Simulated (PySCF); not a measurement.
Run report: C₄H₉PSSi₂, geometry relaxation (part 1 of 2)

- system: C₄H₉PSSi₂, SMILES [SiH3]P[SiH2]c1cccs1
- method: PBE0-D3(BJ)/def2-SVP geometry optimisation, gas phase (PySCF 2.14.0)

It belongs to a series of runs on one base structure; here: H on Si replaced by 2-thienyl.

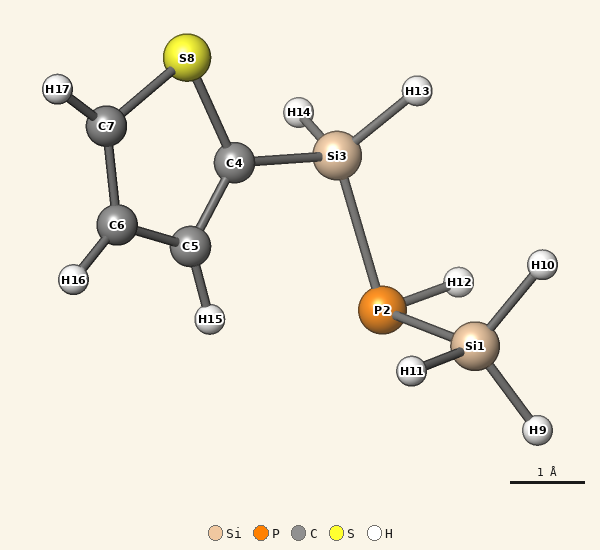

The starting structure (ball-and-stick view, seen at a tilt; atoms are numbered from 1 in the order of the input).

**The input**
```
{"job": {"xc": "PBE0", "basis": "def2-SVP", "d3": "d3bj", "grid": 1, "shake": 0.01, "kind": "geom"}, "charge": 0, "multiplicity": 1}
Si    -2.728650     0.435030    -0.929620
P     -1.957160    -1.401080     0.006960
Si    -0.550800    -0.607820     1.530400
C      1.035470    -0.102160     0.592540
C      1.304420    -0.319540    -0.727930
C      2.571900     0.181450    -1.093270
C      3.238870     0.754530    -0.050600
S      2.320880     0.716630     1.391660
H     -3.990910     0.088230    -1.591560
H     -3.026230     1.530120     0.037590
H     -1.755430     0.913760    -1.885890
H     -2.983790    -1.552550     0.908030
H     -1.053700     0.558270     2.295320
H     -0.250870    -1.693480     2.482470
H      0.625610    -0.821630    -1.391610
H      2.980860     0.112030    -2.076450
H      4.203030     1.220050    -0.042430
```

The first line tells a small driver script what to run in PySCF; the rest is the geometry in Å.

Run on 1 CPU thread, shared host.

Launch command:
```bash
OMP_NUM_THREADS=1 python <driver script> task.json out
```

**What the program printed**
```
step   0  E = -1475.16119966  max force = 0.028039
step   1  E = -1475.16786704  max force = 0.003779
step   2  E = -1475.16817478  max force = 0.003490
step   3  E = -1475.16833781  max force = 0.002654
step   4  E = -1475.16838323  max force = 0.003583
step   5  E = -1475.16852386  max force = 0.001663
step   6  E = -1475.16862362  max force = 0.001433
step   7  E = -1475.16873592  max force = 0.001767
step   8  E = -1475.16889066  max force = 0.001209
step   9  E = -1475.16907666  max force = 0.000636
step  10  E = -1475.16921550  max force = 0.001264
step  11  E = -1475.16929997  max force = 0.001118
step  12  E = -1475.16939209  max force = 0.001122
step  13  E = -1475.16928221  max force = 0.001298
step  14  E = -1475.16939122  max force = 0.000964
step  15  E = -1475.16944520  max force = 0.000417
step  16  E = -1475.16946070  max force = 0.000252
step  17  E = -1475.16946680  max force = 0.000108
optimisation converged
```

**Trajectory as extended XYZ (Å, eV, eV/Å), 18 frames, from step=0 to step=17**
```
17
Properties=species:S:1:pos:R:3:forces:R:3 step=0 energy=-40141.18085
Si   -2.7287    0.4350   -0.9296   -0.4622   0.5305   0.6449
P    -1.9572   -1.4011    0.0070    0.9399  -0.8025  -0.7526
Si   -0.5508   -0.6078    1.5304    1.0440   0.5142  -0.4653
C     1.0355   -0.1022    0.5925   -1.4418  -0.2593   1.2963
C     1.3044   -0.3195   -0.7279    0.4114   0.2350   0.2120
C     2.5719    0.1815   -1.0933    0.1050   0.0094   0.1802
C     3.2389    0.7545   -0.0506   -0.2551   0.0507   0.2083
S     2.3209    0.7166    1.3917   -0.0828  -0.1215  -0.1651
H    -3.9909    0.0882   -1.5916   -0.4014  -0.1521  -0.3254
H    -3.0262    1.5301    0.0376    0.0210   0.0999   0.0839
H    -1.7554    0.9138   -1.8859    0.5996   0.2619  -0.6547
H    -2.9838   -1.5526    0.9080   -1.0193  -0.1794   0.7757
H    -1.0537    0.5583    2.2953   -0.1257   0.1805   0.1363
H    -0.2509   -1.6935    2.4825    0.0067  -0.2895   0.2471
H     0.6256   -0.8216   -1.3916   -0.3907  -0.3084  -0.4449
H     2.9809    0.1120   -2.0764    0.3670  -0.0400  -0.8608
H     4.2030    1.2201   -0.0424    0.6844   0.2707  -0.1159
17
Properties=species:S:1:pos:R:3:forces:R:3 step=1 energy=-40141.36227
Si   -2.7223    0.0686   -0.9201    0.0221   0.0115  -0.1588
P    -1.9529   -1.8778   -0.0606   -0.1838  -0.0262   0.1017
Si   -0.5028   -0.9983    1.4303   -0.0023   0.1372   0.0058
C     0.9387   -0.3474    0.4310    0.1437  -0.0825   0.0588
C     1.2252   -0.5834   -0.8991   -0.1231  -0.0747  -0.1289
C     2.4602   -0.0267   -1.3283    0.0070  -0.0093  -0.1469
C     3.1144    0.6291   -0.3190    0.0310   0.0154   0.0887
S     2.2223    0.5688    1.1423   -0.0268   0.0168   0.0900
H    -4.0008   -0.2395   -1.6320   -0.0086   0.0291   0.0404
H    -2.9569    1.1435    0.0897   -0.0083   0.0040   0.0397
H    -1.7312    0.5586   -1.9296   -0.0302  -0.0431   0.0797
H    -3.0258   -2.0364    0.8891    0.1943   0.0406  -0.1531
H    -1.0801    0.1130    2.2521   -0.0056  -0.0265  -0.0128
H    -0.1089   -2.0923    2.3716    0.0630   0.0182  -0.0362
H     0.5555   -1.1466   -1.5581    0.0781   0.0166   0.0675
H     2.8542   -0.1042   -2.3451   -0.0590  -0.0160   0.0680
H     4.0794    1.1386   -0.3581   -0.0915  -0.0111  -0.0037
17
Properties=species:S:1:pos:R:3:forces:R:3 step=2 energy=-40141.37065
Si   -2.7061    0.0876   -0.9200    0.0086   0.0150  -0.0402
P    -1.9420   -1.8711   -0.0830   -0.0385  -0.0070   0.0114
Si   -0.5003   -1.0026    1.4259   -0.0343   0.0452   0.0393
C     0.9478   -0.3639    0.4416   -0.0112  -0.1795   0.0572
C     1.2287   -0.6268   -0.8852    0.0017   0.0887   0.0402
C     2.4447   -0.0423   -1.3287    0.0089   0.0341   0.0604
C     3.0789    0.6469   -0.3263    0.1501   0.0275  -0.0427
S     2.2098    0.5828    1.1478   -0.1118  -0.0013  -0.1640
H    -3.9915   -0.1951   -1.6277   -0.0086   0.0122   0.0196
H    -2.9299    1.1458    0.1123   -0.0032  -0.0059   0.0099
H    -1.7093    0.5808   -1.9154    0.0042  -0.0066   0.0123
H    -3.0078   -2.0303    0.8583    0.0209  -0.0034  -0.0191
H    -1.0857    0.1056    2.2435   -0.0091  -0.0080   0.0036
H    -0.0971   -2.0940    2.3644    0.0066  -0.0137  -0.0039
H     0.5733   -1.2223   -1.5254    0.0017  -0.0042   0.0185
H     2.8338   -0.1250   -2.3445    0.0015   0.0040   0.0089
H     4.0210    1.1915   -0.3814    0.0124   0.0027  -0.0114
17
Properties=species:S:1:pos:R:3:forces:R:3 step=3 energy=-40141.37508
Si   -2.7047    0.1001   -0.9114   -0.0011   0.0116   0.0357
P    -1.9534   -1.8716   -0.0918    0.0657   0.0085  -0.0539
Si   -0.5067   -1.0111    1.4196   -0.0371  -0.0125   0.0180
C     0.9458   -0.3858    0.4354    0.0650  -0.0056   0.0168
C     1.2433   -0.6543   -0.8857    0.0716   0.0657   0.0361
C     2.4523   -0.0507   -1.3244    0.0328  -0.0056  -0.0397
C     3.0738    0.6658   -0.3330   -0.1365  -0.0625  -0.0052
S     2.1793    0.6057    1.1272   -0.0124   0.0523   0.0311
H    -4.0020   -0.1553   -1.6064   -0.0057   0.0000   0.0010
H    -2.9074    1.1475    0.1375    0.0014  -0.0060  -0.0085
H    -1.7056    0.5879   -1.9034    0.0205   0.0138  -0.0257
H    -3.0119   -2.0263    0.8493   -0.0796  -0.0241   0.0630
H    -1.0942    0.0990    2.2318    0.0089   0.0056   0.0079
H    -0.0990   -2.0991    2.3600   -0.0185  -0.0203   0.0000
H     0.6090   -1.2737   -1.5217   -0.0268  -0.0218  -0.0313
H     2.8472   -0.1422   -2.3358    0.0230  -0.0042  -0.0454
H     4.0022    1.2317   -0.3910    0.0286   0.0052   0.0000
17
Properties=species:S:1:pos:R:3:forces:R:3 step=4 energy=-40141.37632
Si   -2.6892    0.1138   -0.9021    0.0000   0.0029   0.0426
P    -1.9614   -1.8732   -0.0962    0.0610   0.0110  -0.0409
Si   -0.5122   -1.0242    1.4202   -0.0033  -0.0274  -0.0310
C     0.9440   -0.4003    0.4352    0.0471   0.0757  -0.0597
C     1.2564   -0.6730   -0.8820   -0.0623  -0.1454  -0.0851
C     2.4560   -0.0601   -1.3345   -0.0847   0.0110   0.1843
C     3.0497    0.6817   -0.3452    0.0113   0.0596  -0.0084
S     2.1469    0.6359    1.1113    0.0811   0.0365   0.0083
H    -3.9931   -0.1164   -1.5933   -0.0015  -0.0033  -0.0082
H    -2.8759    1.1532    0.1574    0.0039   0.0020  -0.0093
H    -1.6832    0.5957   -1.8907    0.0082   0.0102  -0.0212
H    -3.0229   -2.0272    0.8433   -0.0643  -0.0143   0.0465
H    -1.1001    0.0875    2.2301    0.0256   0.0086   0.0102
H    -0.1090   -2.1142    2.3609   -0.0181  -0.0110  -0.0075
H     0.6359   -1.3146   -1.5104   -0.0331  -0.0254  -0.0280
H     2.8587   -0.1619   -2.3426    0.0033  -0.0022  -0.0053
H     3.9675    1.2648   -0.4052    0.0260   0.0117   0.0129
17
Properties=species:S:1:pos:R:3:forces:R:3 step=5 energy=-40141.38015
Si   -2.6604    0.1314   -0.8951    0.0025  -0.0043   0.0148
P    -1.9636   -1.8726   -0.1021    0.0027   0.0100   0.0084
Si   -0.5134   -1.0411    1.4227    0.0320  -0.0046  -0.0157
C     0.9448   -0.4123    0.4390   -0.0855   0.0355  -0.0170
C     1.2549   -0.7039   -0.8753    0.0308  -0.0805   0.0206
C     2.4413   -0.0698   -1.3327   -0.0283  -0.0018  -0.0057
C     3.0197    0.7073   -0.3619    0.0234   0.0412  -0.0053
S     2.1214    0.6666    1.0964    0.0139  -0.0124  -0.0044
H    -3.9675   -0.0736   -1.5889    0.0030  -0.0027  -0.0098
H    -2.8337    1.1650    0.1715    0.0056   0.0092  -0.0020
H    -1.6448    0.6062   -1.8799   -0.0134  -0.0032   0.0005
H    -3.0342   -2.0269    0.8336    0.0045   0.0064  -0.0130
H    -1.0971    0.0717    2.2344    0.0243   0.0007   0.0149
H    -0.1197   -2.1378    2.3604   -0.0119  -0.0039  -0.0148
H     0.6465   -1.3702   -1.4925    0.0086   0.0143   0.0098
H     2.8482   -0.1815   -2.3390   -0.0037   0.0063   0.0152
H     3.9258    1.3089   -0.4346   -0.0084  -0.0104   0.0037
17
Properties=species:S:1:pos:R:3:forces:R:3 step=6 energy=-40141.38286
Si   -2.6258    0.1603   -0.8844    0.0021  -0.0122  -0.0016
P    -1.9721   -1.8657   -0.1090   -0.0261   0.0168   0.0405
Si   -0.5146   -1.0670    1.4263    0.0246  -0.0059   0.0052
C     0.9421   -0.4367    0.4430   -0.0544   0.0060  -0.0021
C     1.2682   -0.7576   -0.8605    0.0314  -0.0122   0.0199
C     2.4254   -0.0834   -1.3345    0.0140  -0.0280  -0.0737
C     2.9706    0.7464   -0.3886    0.0127  -0.0097   0.0199
S     2.0777    0.7015    1.0726   -0.0348   0.0269  -0.0007
H    -3.9383   -0.0091   -1.5781    0.0049  -0.0039  -0.0063
H    -2.7740    1.1899    0.1897    0.0061   0.0080   0.0009
H    -1.6011    0.6193   -1.8679   -0.0169  -0.0059   0.0074
H    -3.0510   -2.0136    0.8212    0.0348   0.0136  -0.0405
H    -1.0830    0.0476    2.2463    0.0200  -0.0054   0.0171
H    -0.1339   -2.1757    2.3548   -0.0063  -0.0082  -0.0146
H     0.6872   -1.4642   -1.4596    0.0138   0.0310   0.0126
H     2.8382   -0.2058   -2.3374   -0.0086   0.0060   0.0153
H     3.8524    1.3814   -0.4778   -0.0172  -0.0172   0.0007
17
Properties=species:S:1:pos:R:3:forces:R:3 step=7 energy=-40141.38592
Si   -2.5775    0.2064   -0.8647    0.0004  -0.0194  -0.0126
P    -1.9842   -1.8496   -0.1194   -0.0355   0.0187   0.0621
Si   -0.5133   -1.1069    1.4304   -0.0065   0.0113   0.0281
C     0.9336   -0.4637    0.4451   -0.0722   0.0173  -0.0272
C     1.2905   -0.8326   -0.8378    0.0588   0.0398   0.0498
C     2.4084   -0.1124   -1.3362    0.0544  -0.0309  -0.0909
C     2.8925    0.7981   -0.4316   -0.0032  -0.0251   0.0140
S     1.9858    0.7785    1.0208   -0.0365  -0.0174   0.0051
H    -3.8984    0.0884   -1.5535    0.0042  -0.0048   0.0013
H    -2.6848    1.2290    0.2211    0.0049   0.0028   0.0020
H    -1.5452    0.6421   -1.8501   -0.0097  -0.0018   0.0064
H    -3.0726   -1.9899    0.8012    0.0358   0.0134  -0.0458
H    -1.0549    0.0028    2.2744    0.0048  -0.0116   0.0223
H    -0.1459   -2.2395    2.3343    0.0075  -0.0138  -0.0170
H     0.7565   -1.5996   -1.4049    0.0119   0.0263   0.0085
H     2.8394   -0.2601   -2.3277   -0.0023   0.0009   0.0045
H     3.7382    1.4763   -0.5453   -0.0168  -0.0057  -0.0106
17
Properties=species:S:1:pos:R:3:forces:R:3 step=8 energy=-40141.39013
Si   -2.5514    0.2484   -0.8430    0.0016  -0.0148  -0.0265
P    -2.0087   -1.8275   -0.1177   -0.0220   0.0068   0.0489
Si   -0.5116   -1.1407    1.4304   -0.0246   0.0246   0.0277
C     0.9192   -0.4819    0.4337   -0.0074   0.0114  -0.0377
C     1.3256   -0.8959   -0.8207    0.0202   0.0266   0.0410
C     2.4134   -0.1432   -1.3359    0.0298   0.0015  -0.0622
C     2.8239    0.8416   -0.4732    0.0148  -0.0493   0.0337
S     1.8905    0.8447    0.9619   -0.0442   0.0029   0.0060
H    -3.8833    0.1695   -1.5165   -0.0007  -0.0002   0.0116
H    -2.6125    1.2716    0.2460    0.0004  -0.0020   0.0047
H    -1.5228    0.6577   -1.8429    0.0027   0.0014   0.0061
H    -3.1007   -1.9563    0.7985    0.0169   0.0108  -0.0276
H    -1.0161   -0.0439    2.3134   -0.0082  -0.0137   0.0117
H    -0.1476   -2.3029    2.2969    0.0249  -0.0127  -0.0178
H     0.8437   -1.7159   -1.3585    0.0037   0.0075   0.0012
H     2.8736   -0.3173   -2.3095   -0.0015  -0.0043  -0.0077
H     3.6328    1.5594   -0.6067   -0.0064   0.0035  -0.0131
17
Properties=species:S:1:pos:R:3:forces:R:3 step=9 energy=-40141.39519
Si   -2.5220    0.2978   -0.8130    0.0040   0.0016  -0.0232
P    -2.0453   -1.7994   -0.1087    0.0006  -0.0241   0.0053
Si   -0.5106   -1.1788    1.4268   -0.0211   0.0188   0.0196
C     0.8961   -0.4975    0.4114    0.0156   0.0159  -0.0211
C     1.3734   -0.9677   -0.7974   -0.0236   0.0113   0.0088
C     2.4243   -0.1795   -1.3350    0.0250   0.0057   0.0254
C     2.7399    0.8858   -0.5286   -0.0101  -0.0004  -0.0135
S     1.7525    0.9304    0.8687    0.0060  -0.0247   0.0081
H    -3.8707    0.2720   -1.4563   -0.0045   0.0047   0.0134
H    -2.5173    1.3189    0.2800   -0.0038  -0.0031   0.0048
H    -1.5018    0.6717   -1.8344    0.0095   0.0030   0.0027
H    -3.1389   -1.9095    0.8043   -0.0183   0.0109   0.0077
H    -0.9703   -0.1075    2.3635   -0.0191  -0.0082  -0.0037
H    -0.1341   -2.3777    2.2359    0.0327  -0.0023  -0.0138
H     0.9645   -1.8522   -1.2904    0.0010  -0.0124  -0.0024
H     2.9267   -0.3869   -2.2805    0.0070  -0.0091  -0.0060
H     3.5018    1.6476   -0.6900   -0.0011   0.0124  -0.0122
```
